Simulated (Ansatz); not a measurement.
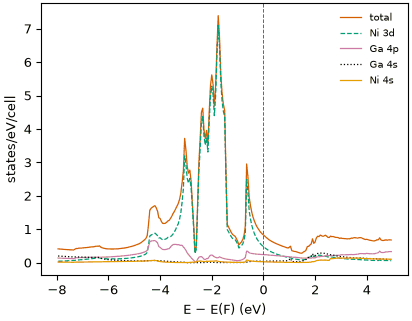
Figure. Total and projected density of states of GaNi (CsCl type, space group No. 221), r²SCAN (plane waves, PAW; program Ansatz)

Problem. Which orbitals carry the states next to the Fermi level?

Solution. Within 0.5 eV of the Fermi level: Ni 3d 62 %, Ga 4p 27 %. Projections are on Löwdin-orthogonalised atomic valence shells; empty p or d shells of many metals are not among them.

Problem. Where is the tallest occupied peak in this window, and what makes it?

Solution. Near -1.8 eV, about 7.4 states/eV per cell; the largest projected share is Ni 3d.

Space group Pm-3m (CsCl type). A made-up cell: these elements were put on the sites of a structure type; the Crystallography Open Database files this formula in space group No. 221, but the cells were not matched. Whether it is the stable phase at ambient conditions was not checked. Symmetry was held in the r²SCAN relaxation; whether a distortion lowers the energy is not shown. The workflow began spin-polarised and lost its moments. Scalar-relativistic: spin–orbit coupling is off unless named, which matters more the heavier the elements.

Potentials: the earlier of the program's two PAW sets.
